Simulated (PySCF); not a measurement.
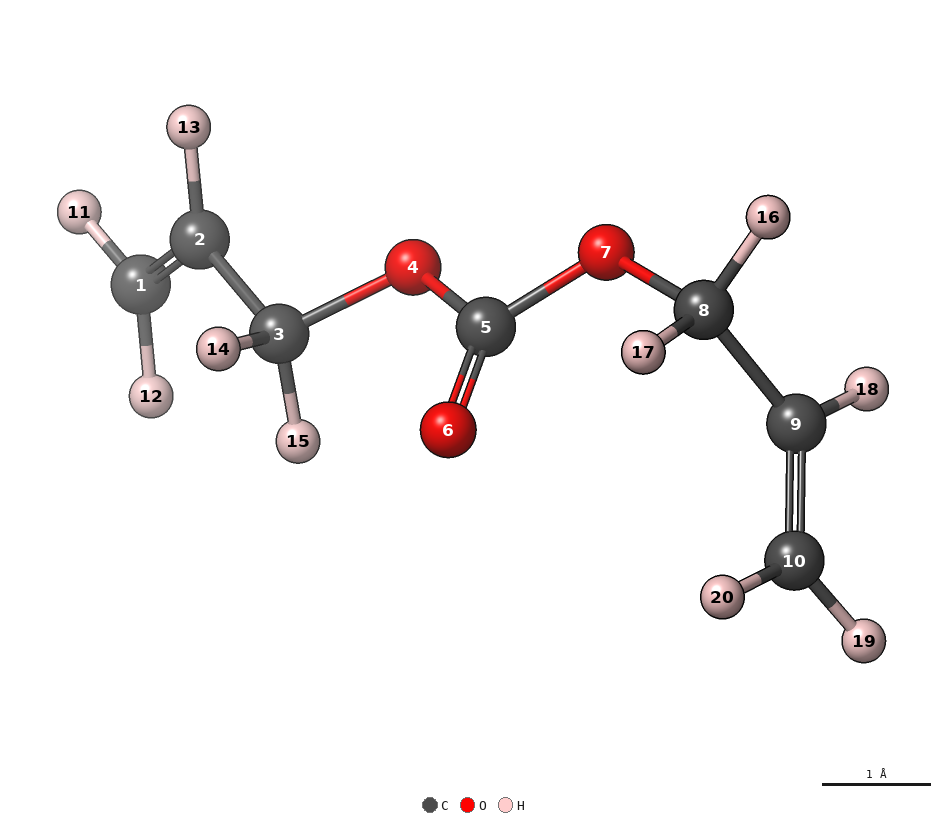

Orthographic view. Atoms fade into the background with distance from the viewer. The geometry was computed by an optimisation with PBE0-D3(BJ)/def2-SVP. No frequency run is at hand to confirm it as a minimum.

Write a MOL file (V2000) with the atoms in numerical order, bonds sorted by atom number with the orders drawn, and coordinates in the frame of the picture: x right, y up, z towards the viewer, origin at the mean position.

```
C7H10O3
                    3D

 20 19  0  0  0  0  0  0  0  0999 V2000
   -3.1900    0.6800   -2.8500 C   0  0  0  0  0  0  0  0  0  0  0  0
   -2.6400    1.1000   -1.7100 C   0  0  0  0  0  0  0  0  0  0  0  0
   -1.9000    0.2200   -0.7600 C   0  0  0  0  0  0  0  0  0  0  0  0
   -0.6600    0.8400   -0.4500 O   0  0  0  0  0  0  0  0  0  0  0  0
    0.0200    0.2900    0.5500 C   0  0  0  0  0  0  0  0  0  0  0  0
   -0.3300   -0.6700    1.1800 O   0  0  0  0  0  0  0  0  0  0  0  0
    1.1400    0.9800    0.7300 O   0  0  0  0  0  0  0  0  0  0  0  0
    2.0500    0.4400    1.6900 C   0  0  0  0  0  0  0  0  0  0  0  0
    2.9100   -0.6200    1.0900 C   0  0  0  0  0  0  0  0  0  0  0  0
    2.9000   -1.8900    1.4700 C   0  0  0  0  0  0  0  0  0  0  0  0
   -3.7600    1.3500   -3.4900 H   0  0  0  0  0  0  0  0  0  0  0  0
   -3.0900   -0.3600   -3.1800 H   0  0  0  0  0  0  0  0  0  0  0  0
   -2.7400    2.1500   -1.4000 H   0  0  0  0  0  0  0  0  0  0  0  0
   -2.4700    0.0800    0.1800 H   0  0  0  0  0  0  0  0  0  0  0  0
   -1.7300   -0.7800   -1.1800 H   0  0  0  0  0  0  0  0  0  0  0  0
    2.6500    1.3100    2.0200 H   0  0  0  0  0  0  0  0  0  0  0  0
    1.4900    0.0500    2.5500 H   0  0  0  0  0  0  0  0  0  0  0  0
    3.5700   -0.2900    0.2700 H   0  0  0  0  0  0  0  0  0  0  0  0
    3.5400   -2.6400    1.0100 H   0  0  0  0  0  0  0  0  0  0  0  0
    2.2300   -2.2300    2.2700 H   0  0  0  0  0  0  0  0  0  0  0  0
  1  2  2  0
  1 11  1  0
  1 12  1  0
  2  3  1  0
  2 13  1  0
  3  4  1  0
  3 14  1  0
  3 15  1  0
  4  5  1  0
  5  6  2  0
  5  7  1  0
  7  8  1  0
  8  9  1  0
  8 16  1  0
  8 17  1  0
  9 10  2  0
  9 18  1  0
 10 19  1  0
 10 20  1  0
M  END
```
